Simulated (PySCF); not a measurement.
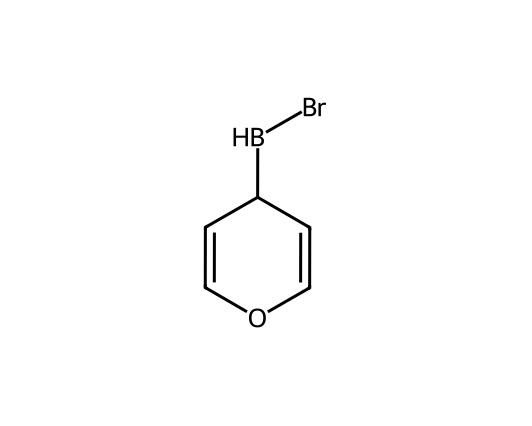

Skeletal drawing of a molecule.

**Transcribe the drawing into SMILES.**

BrBC1C=COC=C1

**Give the formula, hydrogens included.**

C5H6BBrO.

**An optimisation with GFN2-xTB gave a structure of which point group?**

C1. Other conformers may differ.

More results for the same structure follow; atom numbers are the same in all pictures, views and colours differ. The geometry was computed by an optimisation with GFN2-xTB. No frequency run is at hand to confirm it as a minimum.

## Geometry

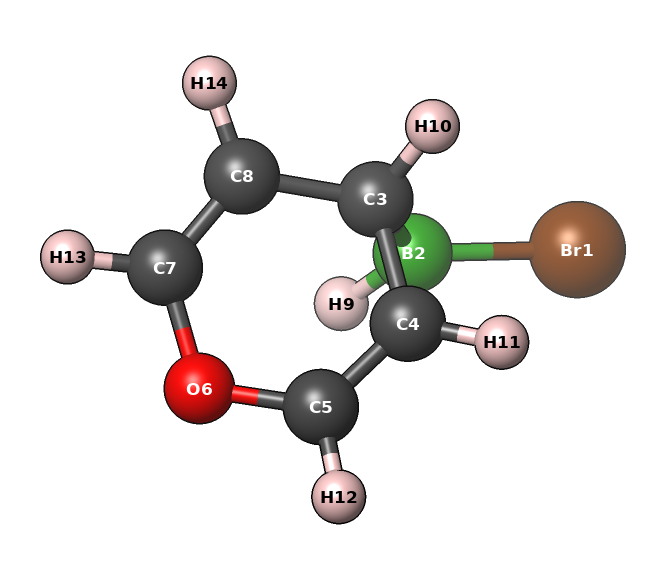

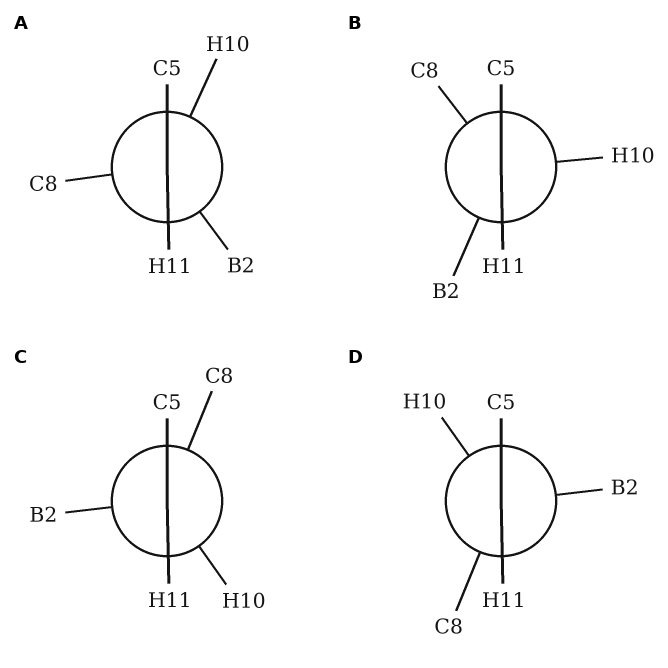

Distant atoms are faded towards the background colour. Bonds that would overlap in a projection are set slightly apart. No frequency run is at hand to confirm it as a minimum.

**Which Newman projection shows the view along C4–C3, with C4 in front?**

C. The torsion angle C5–C4–C3–C8 is 22°, synperiplanar.

## Excitation

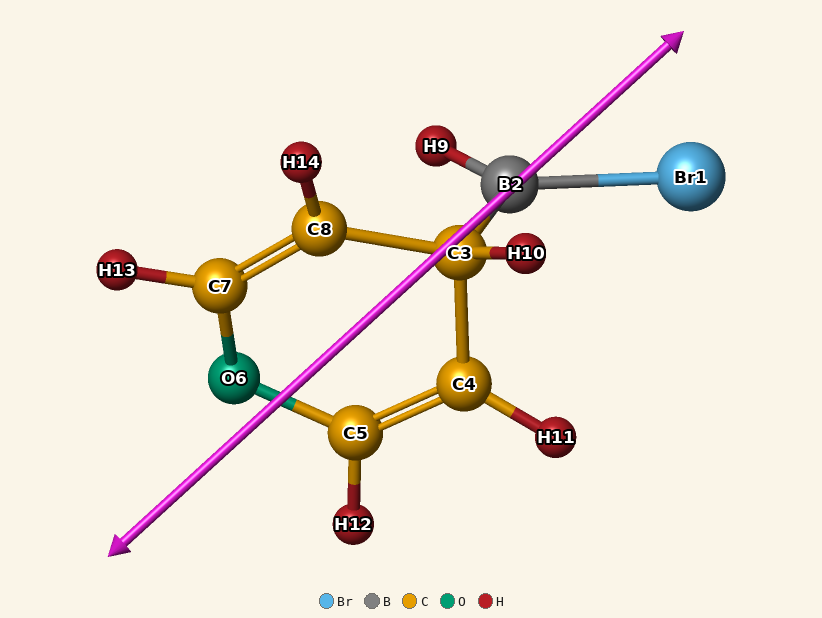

The double arrow shows the direction of the transition dipole to excited singlet state 5 (its length means nothing). No frequency run is at hand to confirm it as a minimum. Method: TDDFT CAM-B3LYP/def2-SVPD, vertical, gas phase, core orbitals frozen in the response (PySCF 2.14.0).

**Where does the transition lie, and how strong is it?**

6.20 eV (200 nm), oscillator strength 0.18, mainly HOMO−2 → LUMO (weight 0.66); transition dipole 2.77 D.

## Spin–spin coupling

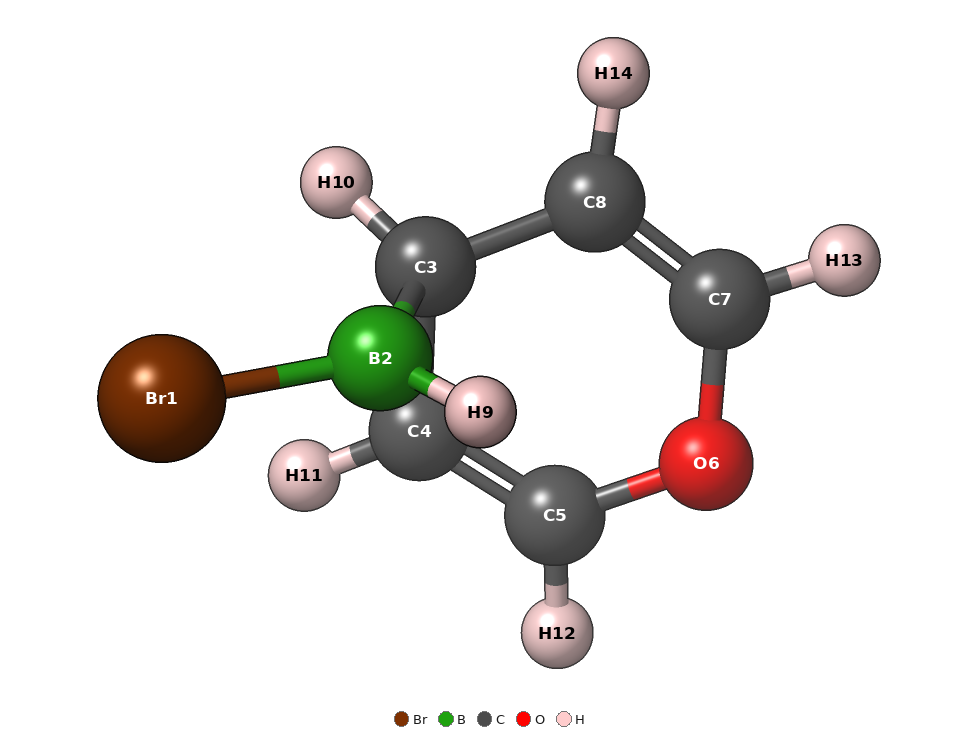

No frequency run is at hand to confirm it as a minimum. Level of theory: B3LYP/pcJ-1 (pcSseg-1 on Br) indirect spin-spin coupling, non-relativistic, gas phase (PySCF 2.14.0). Isotopes: 11B, 13C, 1H, 17O.

Give the spin–spin coupling constants of these pairs, with the number of bonds between them: B2/H9, B2/C3, B2/C8, B2/C4, B2/H10, B2/C5, B2/H14, B2/H11, B2/C7.

| pair | bonds apart | J (Hz) |
| --- | --- | --- |
| B2, H9 | 1 | 176.7 |
| B2, C3 | 1 | 56.3 |
| B2, C8 | 2 | −0.7 |
| B2, C4 | 2 | −8.3 |
| B2, H10 | 2 | −5.4 |
| B2, C5 | 3 | 1.0 |
| B2, H14 | 3 | 1.8 |
| B2, H11 | 3 | 1.0 |
| B2, C7 | 3 | 4.2 |

## Polarisability

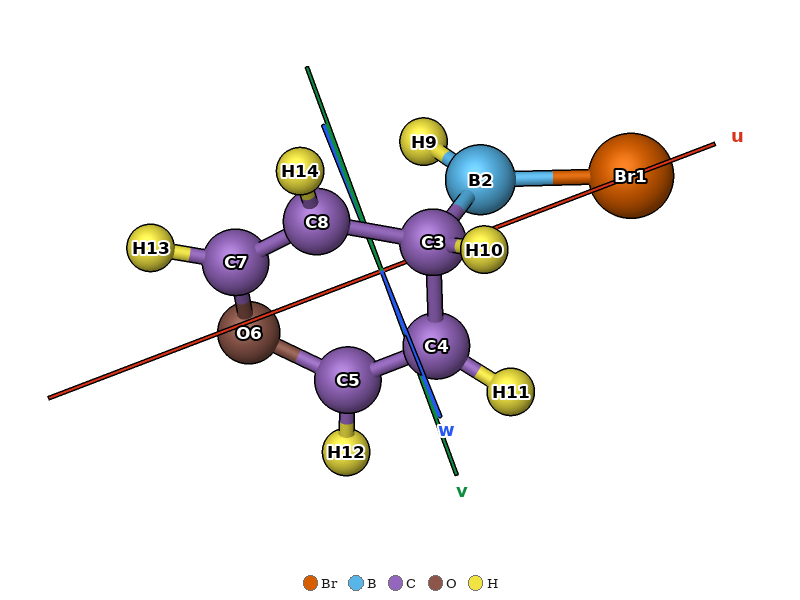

The lines u, v and w are the principal axes of the static dipole polarisability. No frequency run is at hand to confirm it as a minimum. Computed with CAM-B3LYP/def2-SVPD (PySCF 2.14.0).

**Along which axis is the molecule most polarisable, and along which least?**

Most along u (close to the long direction Br1···C7), least along w.

**Give the three principal values.**

u 124.8, v 84.6, w 72.4 bohr³; mean 94.0, anisotropy 47.5 bohr³.

The geometry is semi-empirical. Around B, Br such bond lengths and angles can be off by a tenth of an ångström or more and by several degrees, and values that hang on the shape move with them.
